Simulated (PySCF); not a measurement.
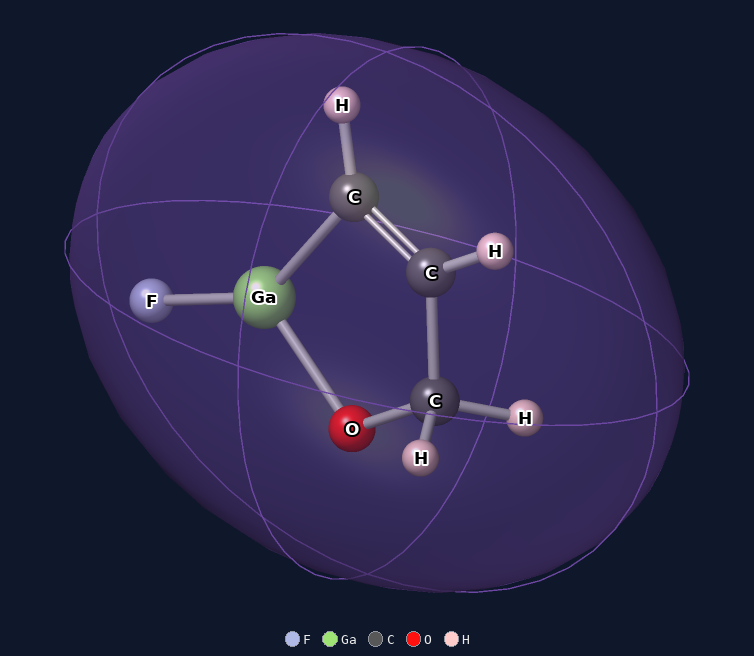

The ellipsoid shows the static dipole polarisability: its half-axes are proportional to the principal values. The geometry was computed by an optimisation with GFN2-xTB. No frequency run is at hand to confirm it as a minimum. Computed with CAM-B3LYP/def2-SVPD (PySCF 2.14.0).

Question: Give the principal values, the mean and the anisotropy.

Answer: Principal values 44.7, 59.8, 79.7 bohr³; mean 61.4 bohr³ (9.10 Å³); anisotropy 30.4 bohr³, so the longest axis is 1.78 times the shortest.

The geometry is semi-empirical. Around Ga such bond lengths and angles can be off by a tenth of an ångström or more and by several degrees, and values that hang on the shape move with them.
